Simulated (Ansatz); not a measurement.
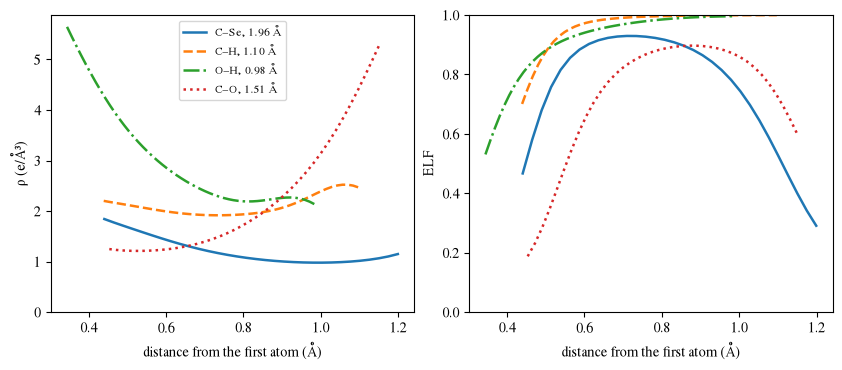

Figure. CH5OSe (charge +1). Electron density and ELF along straight lines between neighbouring atoms. The curves leave out the atomic cores.

Method: RKS r2SCAN-D4/def2-SVP (Ansatz).

```csv
atom,x (Å),y (Å),z (Å)
O,-0.3193,1.0491,-0.6829
C,0.4622,-0.0253,0.0375
Se,-0.8186,-1.3006,0.7902
H,-0.8441,0.7126,-1.4433
H,-0.9069,1.5723,-0.0931
H,1.1133,-0.4341,-0.7455
H,1.0425,0.5372,0.7799
H,0.2708,-2.1113,1.3571
```

### Compare the contacts.

C–Se (1.96 Å): the density is about 0.98 e/Å³ at the midpoint; the ELF peaks at about 0.95 between the atoms (a covalent bond).
C–H (1.10 Å): ρ is about 2.1 e/Å³ halfway; the ELF climbs to about 1 towards the hydrogen, as it does in any bond to H; an ordinary covalent bond to hydrogen.
O–H (0.98 Å): the density is about 3.7 e/Å³ at the midpoint; the ELF climbs to about 1 towards the hydrogen: a covalent bond by its length.
C–O (1.51 Å): ρ is about 1.6 e/Å³ halfway, with its minimum of 1.2 e/Å³ about 0.5 Å from C; the ELF peaks at about 0.90 between the atoms: a polar covalent bond.
